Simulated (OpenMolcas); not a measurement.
# One shape, several levels: SnCl2 (SMILES [Cl][Sn][Cl])

Aim: a comparison of 5 runs (HF/STO-3G, BHLYP/def2-SVP, M06-L/def2-SVP, PBE0/def2-SVP, TPSS/def2-SVP) of SnCl2. 

Program for the calculation: OpenMolcas 26.06.

### Step 1. The molecule

The species is SnCl2 (3 atoms), meant as a singlet with charge 0. As SMILES, `[Cl][Sn][Cl]`. Geometry: relaxed at PBE0-D4/def2-TZVP.

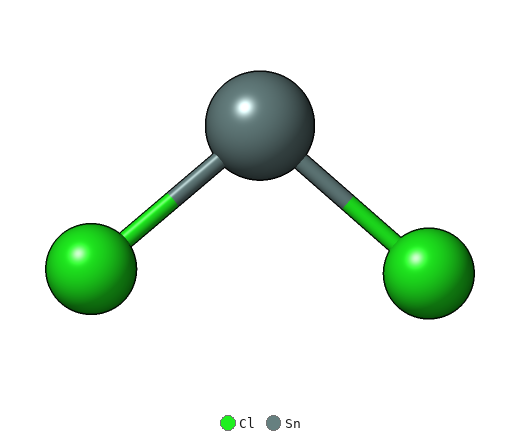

The structure, seen from a chosen angle (chlorine green, tin teal).

### Step 2. Energy and forces at HF/STO-3G (run 1)

File job.inp:

```
* Cl2Sn Hartree-Fock
>>> EXPORT MOLCAS_PRINT=2

&GATEWAY
  BasLib=$CurrDir
  Coord
  3
  angstrom
  Cl       1.154200       1.220700       0.756000
  Sn      -0.796900       0.518900      -0.376600
  Cl      -0.368200      -1.804500      -0.392600
  Basis=STO-3G
  Group=NoSym

&SEWARD

&SCF
  Thresholds=1e-10 1e-07 1e-07 1e-05
  PrOrbitals=0

&ALASKA
```

The basis set STO-3G is read from a file made from the Basis Set Exchange's data (not shown).

The run is started by

```console
$ export MOLCAS_MEM=1860
$ pymolcas job.inp > job.log
```

What it wrote:

```text
--- Start Module: gateway ---
[...]
--- Stop Module: gateway /rc=_RC_ALL_IS_WELL_ ---
[...]
      Basis functions           45
[...]
--- Start Module: scf ---
[...]
       Convergence after   9 Iterations
[...]
::    Total SCF energy                              -6872.5880242093
[...]
      Total spin, S                                     0.0000000000
[...]
      Total electronic charge=   84.000000
      Total            charge=   -0.000000
[...]
      Dipole Moment (debye):
      Origin of the operator (angstrom)=   -0.3585    0.2202   -0.1709
                   X= -2.8876E+00               Y=  1.9677E+00               Z= -1.3548E+00           Total=  3.7478E+00
      Quadrupole Moment (debye*angstrom):
[...]
--- Stop Module: scf /rc=_RC_ALL_IS_WELL_ ---
--- Start Module: alaska ---
[...]
 *              Molecular gradients               *
 **************************************************
  Irreducible representation: a
 ------------------------------------------------------------------------------------------
                              X                       Y                       Z
 ------------------------------------------------------------------------------------------
  CL1               9.46856919049566E-03    8.89251212685238E-03    6.08297301241123E-03
  SN2              -7.43820573953258E-03    5.07481066852833E-03   -3.48931480004921E-03
  CL3              -2.03036345089824E-03   -1.39673227953878E-02   -2.59365821233670E-03
 ------------------------------------------------------------------------------------------
--- Stop Module: alaska /rc=_RC_ALL_IS_WELL_ ---
[...]
```

Run time: 2.9 s. Hardware: 1 thread of Arm Neoverse V1, shared host; peak memory 0.38 GiB.

### Step 3. Energy and gradient at BHLYP/def2-SVP (core potential) (run 2)

File calc.inp:

```
&gateway
  baslib
  $CurrDir
  coord
  3
  angstrom
  Cl       1.154200       1.220700       0.756000
  Sn      -0.796900       0.518900      -0.376600
  Cl      -0.368200      -1.804500      -0.392600
  basis
  def2-SVP
  group
  NoSym

&seward
  gridinput
  Grid=UltraFine
  End of Grid

&scf
  ksdft
  HYB_GGA_XC_BHANDHLYP
  thresholds
  1e-10 1e-07 1e-07 1e-05
  prorbitals
  1 2

&alaska
```

The basis set def2-SVP is read from a file made from the Basis Set Exchange's data (not shown).

The run is started by

```console
$ export MOLCAS_MEM=1860
$ pymolcas calc.inp > calc.log
```

What it wrote:

```text
--- Start Module: gateway ---
[...]
--- Stop Module: gateway /rc=_RC_ALL_IS_WELL_ ---
[...]
      Basis functions           62
[...]
--- Start Module: scf ---
[...]
       Convergence after  13 Iterations
[...]
::    Total KS-DFT energy                           -1134.4476969577
[...]
      Total spin, S                                     0.0000000000
[...]
      Total electronic charge=   56.000000
      Total            charge=   -0.000000
[...]
      Dipole Moment (debye):
      Origin of the operator (angstrom)=   -0.3585    0.2202   -0.1709
                   X= -2.5459E+00               Y=  1.7349E+00               Z= -1.1945E+00           Total=  3.3043E+00
      Quadrupole Moment (debye*angstrom):
[...]
--- Stop Module: scf /rc=_RC_ALL_IS_WELL_ ---
[...]
--- Start Module: alaska ---
[...]
 *              Molecular gradients               *
 **************************************************
  Irreducible representation: a
 ------------------------------------------------------------------------------------------
                              X                       Y                       Z
 ------------------------------------------------------------------------------------------
  CL1              -5.38569582467119E-03   -2.34015044340197E-03   -3.16943415156068E-03
  SN2               6.26572710053352E-03   -4.26319081834237E-03    2.94054554236212E-03
  CL3              -8.80031275858562E-04    6.60334126177275E-03    2.28888609183908E-04
 ------------------------------------------------------------------------------------------
--- Stop Module: alaska /rc=_RC_ALL_IS_WELL_ ---
[...]
```

It took 9 s on 1 thread of Arm Neoverse V1, shared host; peak memory 0.4 GiB.

Runs 3 to 4 aren't shown in full; the table further down has their settings and results.

### Step 4. Energy and gradient at TPSS/def2-SVP (core potential) (run 5)

File mol.xyz:

```xyz
3

Cl     1.154200     1.220700     0.756000
Sn    -0.796900     0.518900    -0.376600
Cl    -0.368200    -1.804500    -0.392600
```

File calc.input:

```
&gateway
 baslib = $CurrDir
 coord = mol.xyz
 basis = def2-SVP
 group = NoSym

&seward
 gridinput
 Grid=UltraFine
 End of Grid

&scf
 ksdft = 2
 1.0 MGGA_X_TPSS
 1.0 MGGA_C_TPSS
 thresholds = 1e-10 1e-07 1e-07 1e-05
 prorbitals = 1

&alaska
```

The basis set def2-SVP is read from a file made from the Basis Set Exchange's data (not shown).

The run is started by

```console
$ export MOLCAS_MEM=1860
$ pymolcas calc.input > calc.log
```

What it wrote:

```text
--- Start Module: gateway ---
[...]
--- Stop Module: gateway /rc=_RC_ALL_IS_WELL_ ---
[...]
      Basis functions           62
[...]
--- Start Module: scf ---
[...]
       Convergence after  16 Iterations
[...]
::    Total KS-DFT energy                           -1134.4749463048
[...]
      Total spin, S                                     0.0000000000
[...]
      Total electronic charge=   56.000000
      Total            charge=   -0.000000
[...]
      Dipole Moment (debye):
      Origin of the operator (angstrom)=   -0.3585    0.2202   -0.1709
                   X= -2.2717E+00               Y=  1.5481E+00               Z= -1.0659E+00           Total=  2.9484E+00
      Quadrupole Moment (debye*angstrom):
[...]
--- Stop Module: scf /rc=_RC_ALL_IS_WELL_ ---
[...]
--- Start Module: alaska ---
[...]
 *              Molecular gradients               *
 **************************************************
  Irreducible representation: a
 ------------------------------------------------------------------------------------------
                              X                       Y                       Z
 ------------------------------------------------------------------------------------------
  CL1              -9.81443545590110E-03   -4.24193649516980E-03   -5.77329690931982E-03
  SN2               1.14360872552908E-02   -7.78613310918885E-03    5.36648991410260E-03
  CL3              -1.62165179940943E-03    1.20280696043942E-02    4.06806995263409E-04
 ------------------------------------------------------------------------------------------
--- Stop Module: alaska /rc=_RC_ALL_IS_WELL_ ---
[...]
```

Run time: 14 s. Hardware: 1 thread of Arm Neoverse V1, shared host; peak memory 0.4 GiB.

### Step 5. Overview of the runs

| run | level | integration grid | energy (Eh) | dipole moment (D) | HOMO energy (eV) | LUMO energy (eV) | wall time |
| --- | --- | --- | --- | --- | --- | --- | --- |
| 1 | HF/STO-3G | – | -6872.588024 | 3.75 | -7.10 | 2.76 | 2.9 s |
| 2 | BHLYP/def2-SVP (core potential) | UltraFine | -1134.447697 | 3.30 | -8.74 | -2.26 | 9 s |
| 3 | M06-L/def2-SVP (core potential) | UltraFine | -1134.691616 | 3.43 | -6.95 | -3.45 | 12 s |
| 4 | PBE0/def2-SVP (core potential) | UltraFine | -1134.221139 | 3.13 | -7.85 | -2.99 | 9.6 s |
| 5 | TPSS/def2-SVP (core potential) | UltraFine | -1134.474946 | 2.95 | -6.86 | -3.59 | 14 s |

### Step 6. What came out

```
                       quantity           value
            run 5: total energy  -1134.47495 Eh
           run 5: dipole moment          2.95 D
             run 5: HOMO energy        -6.86 eV
             run 5: LUMO energy        -3.59 eV
           run 5: HOMO–LUMO gap         3.27 eV
run 5: largest force on an atom      0.763 eV/Å
```

The dipole moment (its size) runs from 2.95 D (TPSS/def2-SVP) to 3.75 D (HF/STO-3G). The two ends differ in method and basis and core potential. The HOMO–LUMO gap runs from 3.27 eV (TPSS/def2-SVP) to 9.86 eV (HF/STO-3G). Totals of different functionals can't be ranked against each other. Some runs of one species differ in core potentials or relativity; totals across that change don't compare. In run 1 the basis is minimal, so the values are rough. In run 1 relativity is left out where basis or elements ask for it. All runs together took 47 s, the longest 14 s.
